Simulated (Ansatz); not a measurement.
**N2Ta2 (triplet): density, localisation and related maps**

Input

```
crystal:
  periodic: [false, false, false]
  atoms:
    - {symbol: Ta, position_ang: [1.371176, -0.015756, -0.041414]}
    - {symbol: Ta, position_ang: [-1.359795, 0.011606, 0.082312]}
    - {symbol: N, position_ang: [-0.043963, 1.287592, 0.074026]}
    - {symbol: N, position_ang: [0.032583, -1.283451, -0.114934]}
basis:
  gaussian: {orbitals: def2-TZVP, initial_orbitals: start.molden}
magnetization: {spin_polarized: true, initial_magnetization: 2}
hamiltonian: {xc: pbe0, dispersion: d4}
scf: {omitted_lower_state_checks: [starts]}
output: {orbitals: {seedname: orbitals}}
```

Command:

```sh
ansatz run in.yaml --threads 4 --pin off --events-out ev --progress --plain --max-ram 3916MiB
```

Geometry: r2SCAN-D4/def2-TZVP; ⟨S²⟩ = 2.30, above the pure value of 2.00; core potentials replace the inner electrons of Ta.

Computed with UKS PBE0-D4/def2-TZVP in Ansatz 0.2.0.

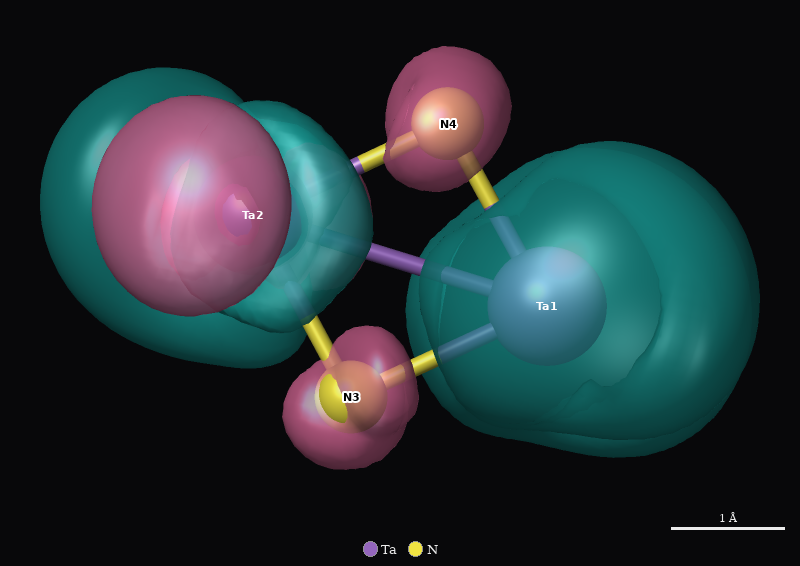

Figure 1. Isosurfaces of the spin density (α minus β) at +0.02 (teal) and −0.02 e/Å³ (pink), seen across its widest extent.

**Describe the spin distribution.**

The unpaired spin (2 electrons) lies mostly on Ta1 (about 1.8) and Ta2 (about 0.2), in electrons by Hirshfeld's partition.

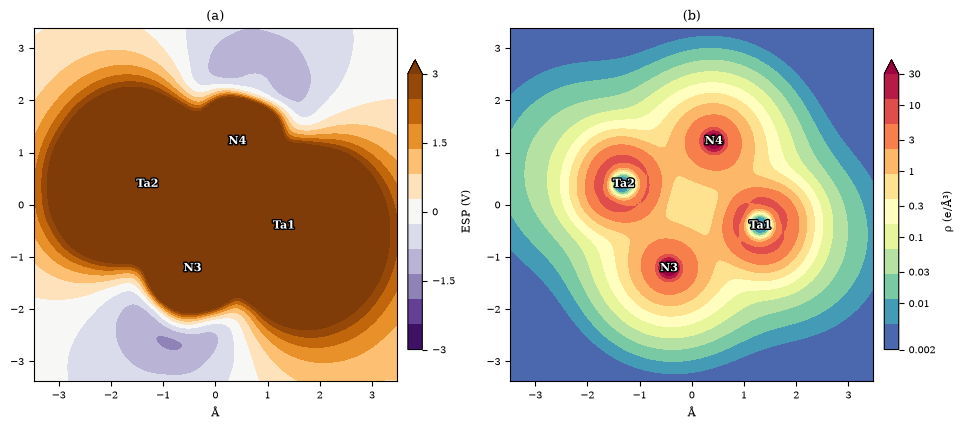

Figure 2. (a) molecular electrostatic potential; (b) electron density on the molecular plane.

**Describe what can be read from this map.**

- The section cuts through Ta and N sites.
- Ta–N (1.83 Å): ρ at the midpoint is about 1.4 e/Å³.
- Ta–Ta (2.73 Å): ρ is about 0.48 e/Å³ halfway.
- Ta–N (1.91 Å): the density is about 1.2 e/Å³ at the midpoint.
- Outside the dense part of the molecule the potential is most negative (−1.4 V) near N3 and N4.

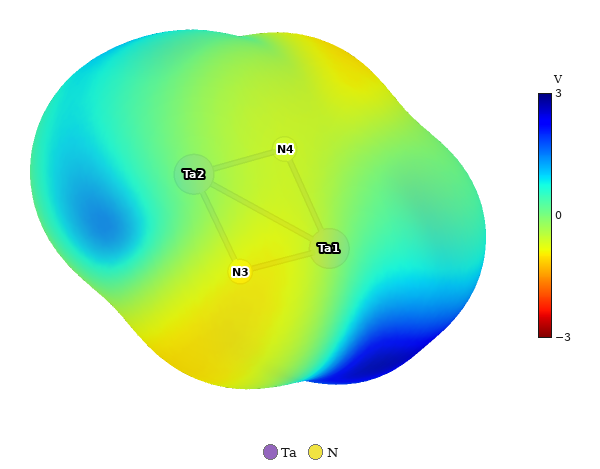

Figure 3. The electrostatic potential painted on the density surface at 0.001 e/bohr³, seen at a tilt; red is negative and blue positive.

**Describe the electrostatic potential map.**

The most negative region (about −1.1 V, or −25 kcal/mol for a unit charge) lies over N4, the most positive (about +2.6 V, or +60 kcal/mol for a unit charge) over Ta1.
